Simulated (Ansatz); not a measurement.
## Moving the knobs of a GW run on H2CClF (P2_1)

Aim: change settings of a G0W0 run on H2CClF (P2_1) and see what moves.

Method: G0W0 on PBE, plane waves, PAW, in Ansatz 0.2.0.

**1. Set-up**

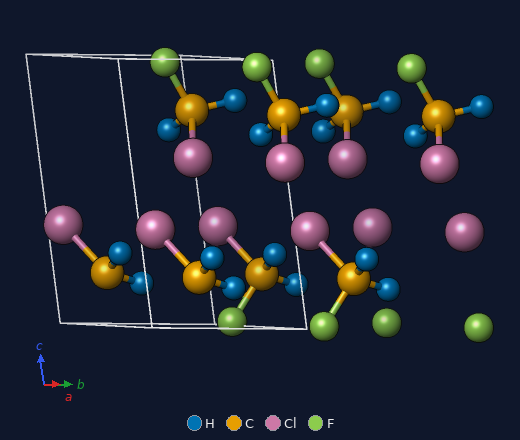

Start, viewed slightly off an axis; hydrogen blue, carbon orange, chlorine pink, fluorine green. 2×2×1 cells are drawn. Bonds to atoms that aren't drawn are left out. Some periodic images of atoms are drawn too.

Geometry: measured cell, ions relaxed with PBE. The runs that relaxed it are not among those shown. The default PAW set here is soft_2. Its files were made with PBE.

**2. The base run: 4×4×2 mesh, 285 empty bands, screening to 96 eV, plasmon pole**

Now the one-shot GW correction: screening in the RPA, then the self-energy of the levels asked for.

Contents of input.yaml:

```yaml
crystal:
  lattice:
    - [5.0206, 0.0, 0.0]
    - [0.0, 4.1477, 0.0]
    - [-2.1143188253, 0.0, 6.4288463713]
  atoms:
    - { symbol: H, position: [0.2853907074, 0.3914333251, 0.1553547444] }
    - { symbol: H, position: [0.7146092926, 0.8914333251, 0.8446452556] }
    - { symbol: H, position: [0.5708661695, 0.1079278767, 0.2708692269] }
    - { symbol: H, position: [0.4291338305, 0.6079278767, 0.7291307731] }
    - { symbol: C, position: [0.3461441783, 0.1407585261, 0.1942650717] }
    - { symbol: C, position: [0.6538558217, 0.6407585261, 0.8057349283] }
    - { symbol: Cl, position: [0.1665216804, 0.0025228448, 0.3683413112] }
    - { symbol: Cl, position: [0.8334783196, 0.5025228448, 0.6316586888] }
    - { symbol: F, position: [0.2645503672, 0.9578574273, 0.0149998989] }
    - { symbol: F, position: [0.7354496328, 0.4578574273, 0.9850001011] }
kpoints:
  mp_grid: { grid: [4, 4, 2] }
hamiltonian:
  xc: pbe
scf:
  occupations: { method: fixed }
gw:
  n_empty_bands: 285
  ecut_chi: 96
  qp_bands: [v3, c3]
  qp_kpoints: band_edges
  screening: { model: godby_needs }
```

Command:

```sh
$ ansatz run input.yaml --threads 3 --pin off --max-ram 92160MiB --backend cuda --events-out ev --progress --plain --runs-dir out --devices 1 --max-vram 13GiB  # rebuilt from the run's record
```

Numbers of over 12 decimals in the logs are rounded to 6 here.

Output:

```text
GPUs: using 1 of 1 available (devices: 1).
Engine: ansatz 0.2.0, x86_64-unknown-linux-gnu
Pseudopotentials: kind: paw
Pseudopotential: H, paw, valence charge 1, recommended cutoff 420 eV (normal), H.paw.azcp
Pseudopotential: C, paw, valence charge 4, recommended cutoff 420 eV (normal), C.paw.azcp
Pseudopotential: Cl, paw, valence charge 7, recommended cutoff 420 eV (normal), Cl.paw.azcp
Pseudopotential: F, paw, valence charge 7, recommended cutoff 420 eV (normal), F.paw.azcp
Functional definition: PBE
  parameter kappa = 0.804
  parameter beta = 0.066725
  exchange = pbe_x(kappa = kappa, mu = beta*pi^2/3)
  correlation = pbe_c(beta = beta)
device memory: the entry about to start is reckoned to put 1.1 GiB on a device that reports 46.4 GiB free (of which the cap on the GPU budget leaves the run 13.0 GiB)
GPU FFT provider: cuFFT
GPU libraries: cuBLAS 13.8.2, cuFFT 12.4.0, cuSOLVER 12.3.4
Crystal: 10 atoms, lattice volume = 133.874 Å³
Basis set: ecut = 420 eV, 2603 PW (Γ)
Bands: 30, of which v1, the nominal top of the filled ones, is band 20 counted from 1 (19 counted from 0)
Symmetry: 2 space group operations
Space group: P21 (ITA 4), of the structure as read, at distance tolerance 5.1e-5 Å
k-points: 18 of 32 (time reversal used)
Non-local potential: H, projectors of the file, l = 0: 2, l = 1: 1
Non-local potential: C, projectors of the file, l = 0: 2, l = 1: 2, l = 2: 1
Non-local potential: Cl, projectors of the file, l = 0: 2, l = 1: 2, l = 2: 2
Non-local potential: F, projectors of the file, l = 0: 2, l = 1: 2, l = 2: 1
PAW form: soft (Blöchl's): semilocal exchange-correlation on the pseudo side does not see the compensation charge
PAW one-centre angular grid: H, 110 points (default); XC on 64 Gauss nodes
PAW one-centre angular grid: C, 110 points (default); XC on 64 Gauss nodes
PAW one-centre angular grid: Cl, 110 points (default); XC on 64 Gauss nodes
PAW one-centre angular grid: F, 110 points (default); XC on 64 Gauss nodes
Initial density: superposition of atomic densities (neutral atoms: chi_scale 0, normalization atom), corrected by the library's trained network
Initial wavefunctions: pseudopotential atomic-orbital guess
GPU buffer pool allocated for 51840 grid points (all kernels)
GPU transforms: local potential and band sums: pruned to the plane-wave sphere, on 36×27×45
Functional: x = pbe(κ = 0.804, μ = 0.219515), c = pbe(β = 0.066725)
SCF iter   1: F=—  HF=-4341.606285 eV  |F-HF|=—  |Δ(HF+E_count)|=         —  Δρ=1.53e-3  dr2=8.72e-4  ethr=1.77e-3  ⟨swp⟩=5.1  Hψ=2181  notcnv=0  defer=144
preconditioner: auto → Resta (q_TF=auto, 2.231 Å⁻¹)  ε∞=2.9  [insulator: Δε(μ)=5.995 eV  Ē_g=14.002 eV  n_scr=26 (ndim 8)  ℏωp=19.3 eV  f_vac=0.108  ε∞_Penn≈2.9]
[...]
NSCF: frozen V_eff on 1 k-points
SCF converged after 7 iterations
Free energy (F): -4341.608571 eV
Harris-Foulkes:  -4341.608571 eV  (|F-HF|=2.36e-11)
Internal energy: -4341.608571 eV  (E = F + TS)
E sigma→0 (E₀):  -4341.608571 eV
Fermi energy:    -0.638675 eV
--- Per-component energies (eV) ---
  E_band       = -302.456630
  E_kinetic    = 966.190213
  E_local      = -2749.921670  (includes V_loc(G=0)·N_el)
  E_nonlocal   = 264.470546
  E_hartree    = 983.658204
  E_xc         = -502.593272
  E_vxc        = -609.485319  (∫ρ·V_xc dr)
  E_paw        = -1919.564816  (= ΣΔE_a)
  E_vpaw       = -141.024539  (= ΣTr[D̂ρ^β])
  E_aug_tail   = -0.001295  (compensation charges beyond the density's cutoff)
  E_ewald      = -1383.846480
  E_smearing   = -0.000000  (= −TS)
  E_closure    = 0.000000  (closes the sum)
  Σ components = -4341.608571   (vs F -4341.608571, Δ=0.00e0)
--- Band table (eV; the first three rows and the last of 18) ---
  k-point 0: bands = [... 16 lower, -1.4015, -1.3764, -1.3552, -0.8884, 5.7133, 5.9528, 6.4523, 7.5892, ... 6 higher]
  k-point 1: bands = [... 16 lower, -1.5417, -1.2640, -1.2484, -0.9205, 5.7843, 5.8114, 6.7083, 7.0240, ... 6 higher]
  k-point 2: bands = [... 16 lower, -1.4757, -1.4155, -1.2257, -0.8710, 5.6744, 5.9702, 6.7764, 7.6708, ... 6 higher]
  k-point 17: bands = [... 16 lower, -1.4113, -1.4113, -0.6445, -0.6445, 5.8940, 5.8940, 7.1943, 7.1943, ... 6 higher]
--- G₀W₀: ω_p = 20.2973 eV, 32 q-points, 285 empty bands' worth ---
  eigenvalues of the whole cell's RPA ε∞ on this k-mesh (on a slab, of 1 + 4πα/V) = 2.0036, 2.0286, 2.3594; static W/v taken at q = 0 is 0.465535
  GN-PPA: 524350/2608501 pairs with Re ω̃² < 0 across q-mesh
  bands read: the sum over 305 bands ends inside a degenerate multiplet in 6 slots, whose members it reads at an even weight; the widest, k=4: bands 305 to 306 (counted from 1) at 1/2 each
  gw.qp_kpoints: band_edges: 18 of 18 stored k-points solved, in 1 pass; an edge of the gap read off the rows below is read off those points alone
    ik  band        ε_KS         Σx   Σc(E_QP)       V_xc       Z   E_QP_lin       E_QP  E_QP is
     0    18     -1.3764   -21.8646     2.8557   -16.9663  0.8211    -3.4441    -3.4189  root
     0    19     -1.3552   -20.7926     2.6981   -15.9770  0.8236    -3.4989    -3.4727  root
     0    20     -0.8884   -21.1856     2.6060   -16.5487  0.8253    -2.9420    -2.9193  root
     0    21      5.7133    -8.7356    -3.5974   -14.4205  0.8432     7.8219     7.8008  root
     0    22      5.9528    -8.8659    -3.6890   -14.6904  0.8408     8.1107     8.0883  root
     0    23      6.4523    -5.9743    -3.3341   -10.6806  0.8650     7.8335     7.8245  root
     1    18     -1.2640   -21.5109     2.7686   -16.6649  0.8242    -3.3663    -3.3413  root
     1    19     -1.2484   -20.8088     2.6800   -16.0149  0.8243    -3.3886    -3.3622  root
[...]
17    20     -0.6445   -21.8703     2.7268   -17.1246  0.8270    -2.6859    -2.6633  root
    17    21      5.8940    -9.3250    -3.7183   -15.2451  0.8390     8.1201     8.0958  root
    17    22      5.8940    -9.3250    -3.7183   -15.2451  0.8390     8.1201     8.0958  root
    17    23      7.1943    -7.0034    -3.5859   -12.3974  0.8570     9.0196     9.0025  root
```

Run time: 20 s. Hardware: 1 × NVIDIA H100 80GB HBM3 (shared by 6 runs) with 3 threads of AMD EPYC 7R13 (Zen 3), shared host; peak memory 1.7 GiB; 44 s of CPU time.

In the SCF lines HF is the Harris–Foulkes energy and dr2 the Hartree energy of the density residual, in eV; the loop may stop once dr2 is under the threshold and the program's other checks hold. Hψ counts applications of the Hamiltonian.

This step gave:

* bands summed: 305
* plasmon-pole fit frequency: 20.30 eV
* RPA ε∞ on this mesh (eigenvalues): 2.004, 2.029, 2.359
* plane waves in the screening matrix: 299
* q-points in the mesh: 32
* G0W0 gap on the mesh: 10.02 eV
* k of the valence top: -0.5, -0.5, 0
* k of the conduction bottom: 0.25, 0, -0.5
* starting gap on the mesh: 5.996 eV
* Z at the valence top: 0.8267
* Z at the conduction bottom: 0.8491
* least direct G0W0 gap on the computed points: 10.07 eV

The gap on the mesh goes from 6.00 eV to 10.02 eV, a correction of +4.02 eV, though a band edge has moved to another state.

**3. Variant: plasmon pole at a typed frequency**

input.yaml, as its differences from that of step 2:

```diff
@@ -17,3 +17,3 @@
 kpoints:
-  mp_grid: { grid: [4, 4, 2] }
+  mp_grid: { grid: [2, 4, 2] }
 hamiltonian:
@@ -23,4 +23,4 @@
 gw:
-  n_empty_bands: 285
-  ecut_chi: 96
+  n_empty_bands: 303
+  ecut_chi: 100
   qp_bands: [v3, c3]
@@ -28 +28,2 @@
   screening: { model: godby_needs }
+  plasmon_pole_fit_frequency: 5
```

Output:

```text
GPUs: using 1 of 1 available (devices: 1).
[...]
GPU FFT provider: cuFFT
GPU libraries: cuBLAS 13.8.2, cuFFT 12.4.0, cuSOLVER 12.3.4
Crystal: 10 atoms, lattice volume = 133.874 Å³
Basis set: ecut = 420 eV, 2603 PW (Γ)
Bands: 30, of which v1, the nominal top of the filled ones, is band 20 counted from 1 (19 counted from 0)
Symmetry: 2 space group operations
[...]
k-points: 12 of 16 (time reversal used)
[...]
GPU buffer pool allocated for 51840 grid points (all kernels)
[...]
SCF iter   1: F=—  HF=-4341.596491 eV  |F-HF|=—  |Δ(HF+E_count)|=         —  Δρ=1.55e-3  dr2=9.32e-4  ethr=1.77e-3  ⟨swp⟩=5.2  Hψ=1462  notcnv=0  defer=96
[...]
SCF iter   7: F=-4341.598699 eV  HF=-4341.598699 eV  |F-HF|=8.07e-10  |Δ(HF+E_count)|=   1.31e-7  Δρ=1.90e-6  dr2=4.98e-9  ethr=2.50e-10  ⟨swp⟩=8.7  Hψ=1499  notcnv=0
SCF 1 converged in 7 iterations: F = -4341.598699 eV  dr2 = 4.98e-9
[...]
NSCF: frozen V_eff on 12 k-points, pencils in batches of 32, up to order 120
[...]
NSCF: frozen V_eff on 12 k-points
G₀W₀ screening: q 1/12
[... further progress lines ...]
[...]
SCF converged after 7 iterations
Free energy (F): -4341.598699 eV
[...]
Internal energy: -4341.598699 eV  (E = F + TS)
E sigma→0 (E₀):  -4341.598699 eV
Fermi energy:    -0.636403 eV
[...]
--- Band table (eV; the first three rows and the last of 12) ---
  k-point 0: bands = [... 16 lower, -1.3991, -1.3738, -1.3527, -0.8858, 5.7148, 5.9544, 6.4534, 7.5906, ... 6 higher]
  k-point 1: bands = [... 16 lower, -1.5392, -1.2615, -1.2459, -0.9178, 5.7859, 5.8129, 6.7096, 7.0253, ... 6 higher]
  k-point 2: bands = [... 16 lower, -1.4733, -1.4131, -1.2233, -0.8685, 5.6758, 5.9718, 6.7777, 7.6722, ... 6 higher]
  k-point 11: bands = [... 16 lower, -1.4089, -1.4089, -0.6422, -0.6422, 5.8956, 5.8956, 7.1954, 7.1954, ... 6 higher]
--- G₀W₀: ω_p = 5.0000 eV, 16 q-points, 303 empty bands' worth ---
[...]
GN-PPA: 317928/1479607 pairs with Re ω̃² < 0 across q-mesh
[...]
0    18     -1.3738   -21.8731     3.0045   -16.9640  0.7996    -3.3097    -3.2784  root
     0    19     -1.3527   -20.7961     2.8454   -15.9766  0.8020    -3.3566    -3.3269  root
     0    20     -0.8858   -21.1945     2.7521   -16.5481  0.8044    -2.8099    -2.7802  root
     0    21      5.7148    -8.7177    -3.6220   -14.4184  0.8246     7.8214     7.7936  root
     0    22      5.9544    -8.8595    -3.7145   -14.6889  0.8221     8.0972     8.0693  root
     0    23      6.4534    -5.9725    -3.3151   -10.6812  0.8486     7.8586     7.8470  root
     1    18     -1.2615   -21.5157     2.9120   -16.6633  0.8031    -3.2325    -3.2019  root
     1    19     -1.2459   -20.8143     2.8286   -16.0140  0.8029    -3.2502    -3.2176  root
[...]
11    20     -0.6422   -21.9107     2.8845   -17.1233  0.8062    -2.5746    -2.5451  root
    11    21      5.8956    -9.3015    -3.7586   -15.2436  0.8198     8.1127     8.0790  root
    11    22      5.8956    -9.3015    -3.7586   -15.2436  0.8198     8.1127     8.0790  root
    11    23      7.1954    -6.9893    -3.5983   -12.3949  0.8386     9.0259     9.0027  root
```

The job ended after 14 s (1 × NVIDIA H100 80GB HBM3 (shared by 6 runs) with 3 threads; peak memory 1.5 GiB).

The G0W0 gap on the mesh is 9.907 eV.

Against the base:

| setting | base | variant |
| --- | --- | --- |
| mesh | 4×4×2 | 2×4×2 |
| empty bands | 285 | 303 |
| screening cutoff (eV) | 96 | 100 |
| plasmon pole fit frequency | - | 5 |

| quantity | variant | base |
| --- | --- | --- |
| starting gap on the mesh | 5.995 | 5.996 |
| G0W0 gap on the mesh | 9.907 | 10.020 |
| least direct G0W0 gap on the computed points | 9.952 | 10.072 |
| Z at the valence top | 0.806 | 0.827 |
| Z at the conduction bottom | 0.825 | 0.849 |

**4. Results**

- base: 10.02 eV, 20 s
- plasmon pole at a typed frequency: 9.91 eV, 14 s

**Reading.** Plasmon pole at a typed frequency: the gap moves by −0.11 eV. The variant differs from the base in mesh, empty bands, screening cutoff and plasmon pole fit frequency together, so the change can't be laid to one of them. All runs here use a coarse mesh and modest cutoffs; they test settings and are not final values. The 4×4×2 mesh is coarse for this cell (its supercell is 14 Å along the shortest edge). The RPA ε∞ on it, from the PBE start, is 2.00, 2.03 and 2.36; such meshes misread the long-range screening, most where the gap is narrow.

[Paths, hosts, dates, memory and timing lines, banners, echoed tables and standing remarks are left out of the program output.]

[Logs are printed without paths, hosts, clocks, repeated set-up lines and the standing remarks that a program may print on its own settings, such as how far it seeks lower states.]

[Runs of the session that timed out or met a known fault of the program may be left out.]

[Cells called generated may have been cut or substituted from an entry of the Crystallography Open Database or the Materials Project.]

[Hosts, paths, dates, database ids (printed as entryN), source tags and the programs' standing remarks are cut or masked in the printed files.]
